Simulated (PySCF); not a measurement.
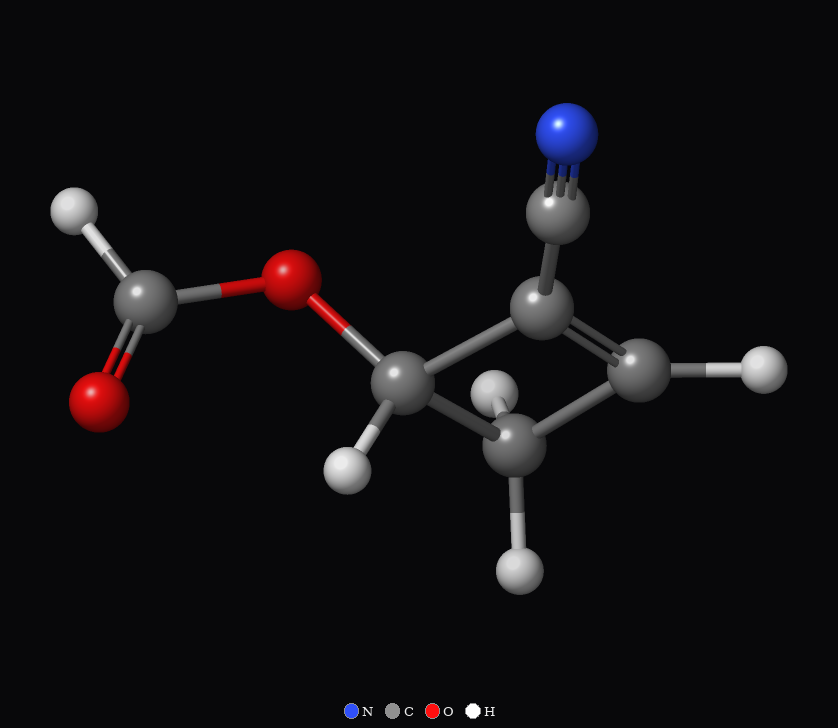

The picture shows a molecular structure as a ball-and-stick model. Multiple sticks mark multiple bonds (one Kekulé form).

The computed structure is the end point of a PBE0-D3(BJ)/def2-SVP optimisation. No frequency run is at hand to confirm it as a minimum.

What is the molecular formula?

Answer. C6H5NO2, 14 atoms: 6 carbon, 5 hydrogen, 1 nitrogen and 2 oxygen.

Write the SMILES.

Answer. N#CC1=CC[C@@H]1OC=O

Name functional groups in it.

Answer. Among them: ester, nitrile, alkene.

Give the symmetry (Schoenflies symbol).

Answer. C1.

Describe its rings.

Answer. Independent rings (smallest set): 1 of 4 members.

The parts below concern this one geometry. Atoms keep their numbers from picture to picture.

NMR shielding

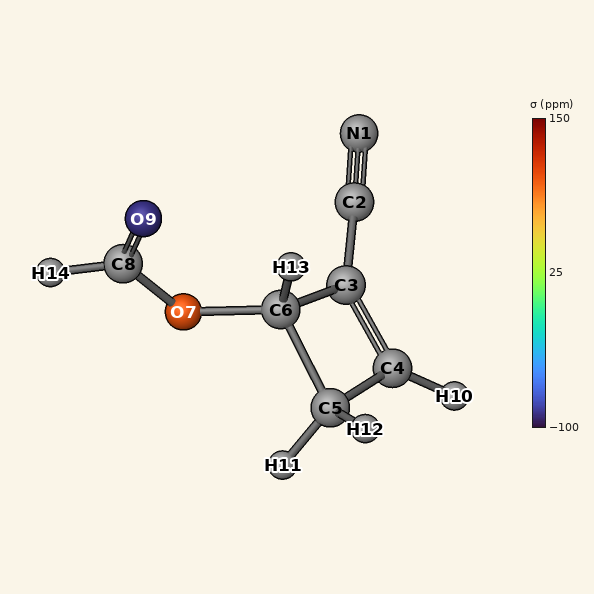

Atoms are coloured by their isotropic NMR shieldings (O only, the others grey). No frequency run is at hand to confirm it as a minimum. Method: GIAO PBE0/pcSseg-1 NMR shielding, non-relativistic, IEF-PCM chloroform (PySCF 2.14.0).

List the isotropic NMR shieldings of the O atoms.

```json
{"atom": "O7", "σ (ppm)": "101.5"}
{"atom": "O9", "σ (ppm)": "−87.8"}
```

Polarisability

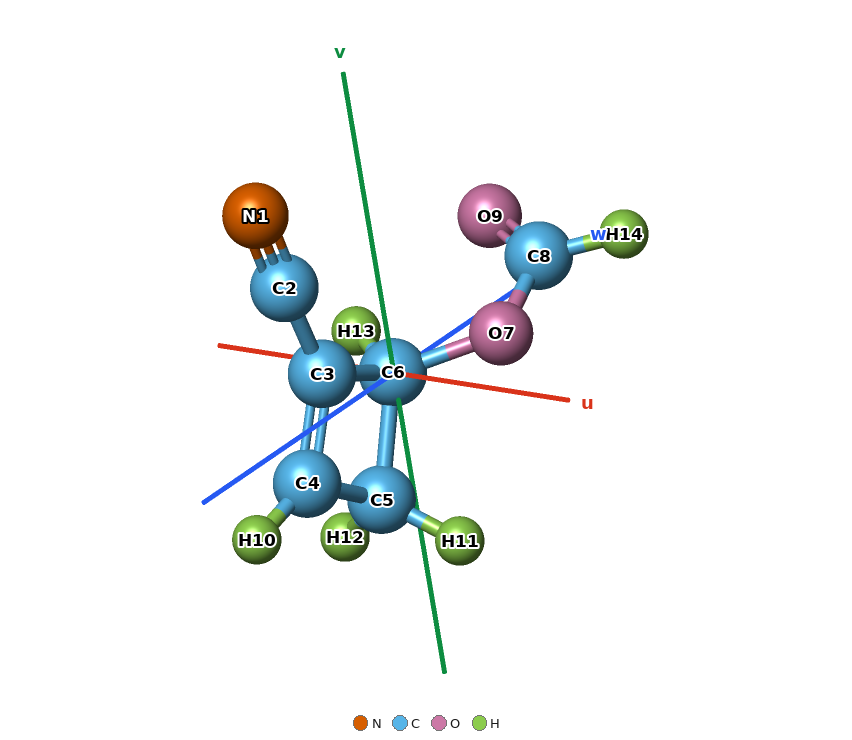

The lines u, v and w are the principal axes of the static dipole polarisability. No frequency run is at hand to confirm it as a minimum. Level of theory: PBE0/def2-SVPD in methanol (IEF-PCM) (PySCF 2.14.0).

Along which axis is the molecule most polarisable, and along which least?

Answer. Most along v, least along u.

Give the three principal values.

Answer. u 80.5, v 134.7, w 107.7 bohr³; mean 107.6, anisotropy 46.9 bohr³.

Charges

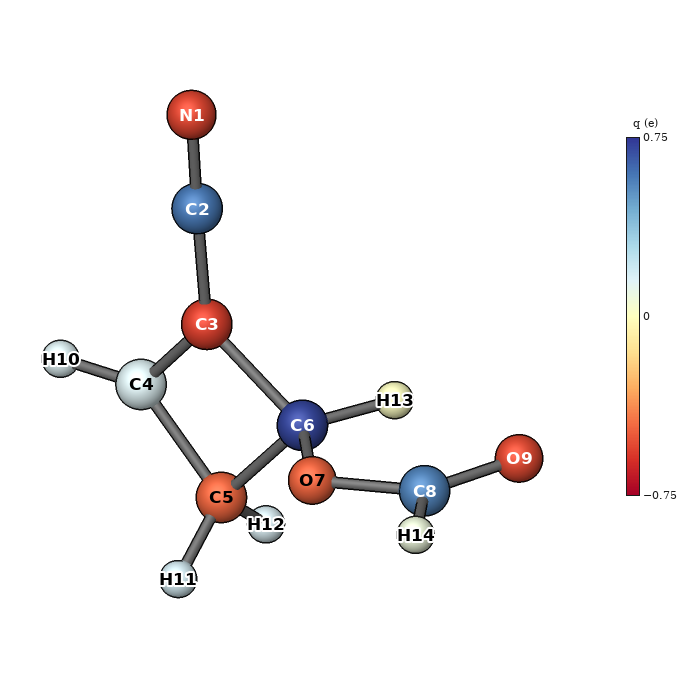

Atoms are coloured by their ESP-fitted charges. No frequency run is at hand to confirm it as a minimum. Level of theory: PBE0/pcSseg-1 in chloroform (IEF-PCM) (PySCF 2.14.0).

Give the ESP-fitted charges atom by atom.

```json
{"atom": "N1", "value (e)": "−0.54"}
{"atom": "C2", "value (e)": "0.59"}
{"atom": "C3", "value (e)": "−0.55"}
{"atom": "C4", "value (e)": "0.14"}
{"atom": "C5", "value (e)": "−0.46"}
{"atom": "C6", "value (e)": "0.70"}
{"atom": "O7", "value (e)": "−0.46"}
{"atom": "C8", "value (e)": "0.55"}
{"atom": "O9", "value (e)": "−0.53"}
{"atom": "H10", "value (e)": "0.14"}
{"atom": "H11", "value (e)": "0.18"}
{"atom": "H12", "value (e)": "0.15"}
{"atom": "H13", "value (e)": "0.01"}
{"atom": "H14", "value (e)": "0.08"}
```
